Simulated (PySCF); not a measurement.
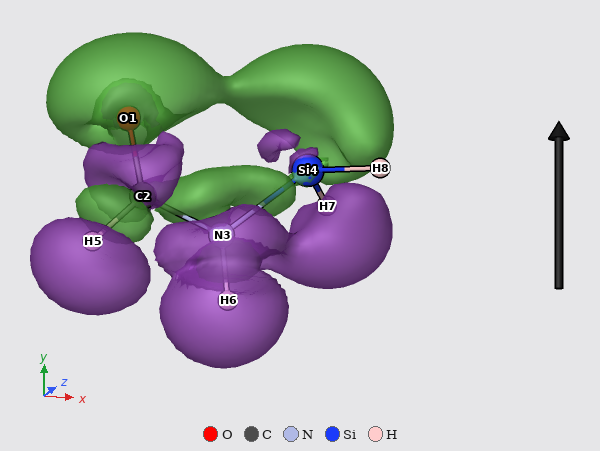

Figure. CH4NOSi, doublet, SMILES `O=CN[SiH2]`. Change of the electron density in a uniform field of 0.21 V/Å along +y (arrow), surfaces at ±0.001 e/Å³ (purple: gain, green: loss).

Method: BP86/6-31+G*; geometry: GFN2-xTB; program: PySCF. No frequency check shows the geometry to be a minimum. The basis has diffuse s and p functions alone, which still leaves polarisabilities too small, most of all across bonds. The stability of the open-shell solution wasn't checked. GFN2-xTB doesn't know the spin state, so this open-shell geometry is rough.

The calculation's input:

```python
import numpy as np
from pyscf import gto, scf, dft
from pyscf.scf import atom_ks, atom_hf
from scipy.linalg import block_diag

def solve(mol, dm0=None, hcore=None):
    mf = (dft.UKS if mol.spin else dft.RKS)(mol, xc='bp86')
    mf.grids.level = 3
    mf = mf.density_fit(auxbasis='def2-universal-jkfit')
    mf.conv_tol, mf.max_cycle = 1e-8, 80
    if hcore is not None:
        mf.get_hcore = lambda *args: hcore
    mf.kernel(dm0)
    if not mf.converged:
        mf = mf.newton().run(mf.mo_coeff, mf.mo_occ, max_cycle=30)
    assert mf.converged, 'SCF not converged'
    return mf

mol = gto.M(atom='''
O     -1.53010     0.85148     0.00022
C     -1.29982    -0.33084    -0.00008
N     -0.05376    -0.83567    -0.00023
Si     1.31422     0.27203     0.00038
H     -2.10004    -1.09429    -0.00022
H      0.04355    -1.84118    -0.00030
H      2.03532     0.07692    -1.25005
H      2.03817     0.07295     1.24567
''', basis='6-31+g*', charge=0, spin=1, verbose=4)
field = np.array([0.0, 0.004, 0.0])  # atomic units
mol.set_common_orig(mol.atom_charges() @ mol.atom_coords() / mol.atom_charges().sum())
mf = solve(mol)
out = dict(dm0=mf.make_rdm1(), d0=mf.dip_moment(unit='AU'), e0=mf.e_tot)
for name, sign in (('p', 1), ('m', -1)):
    h = mf.get_hcore() + sign * np.einsum('x,xij->ij', field, mol.intor('int1e_r'))
    mi = solve(mol, mf.make_rdm1(), h)
    out.update({'dm' + name: mi.make_rdm1(), 'd' + name: mi.dip_moment(unit='AU'), 'e' + name: mi.e_tot})
# spherically averaged free atoms, for the promolecule
atm = atom_ks.get_atm_nrks(mol, xc='bp86')
pro = block_diag(*[(atm[a[0]][2] * atm[a[0]][3]) @ atm[a[0]][2].T for a in mol._atom])
np.savez('result.npz', pro=pro, **out)
```

Launched as:

```sh
OMP_NUM_THREADS=1 python input.py
```

The run took 34 s on 1 thread of Arm Neoverse V1, on a shared host, peak memory 0.37 GiB.

Partitions, critical points and surface values were worked out afterwards from this run's density.

Q: What dipole is induced, and what polarisability does it imply?

A: The induced dipole is 0.51 D (along the field); α along this axis, from the fields in both directions, is 50 bohr³ (7.4 Å³).

Q: Which atoms gain and lose the most charge?

A: Electrons gather most on H6 (Hirshfeld charge changes by −0.009 e) and leave O1 most (+0.015 e); 0.044 electrons are displaced in all.
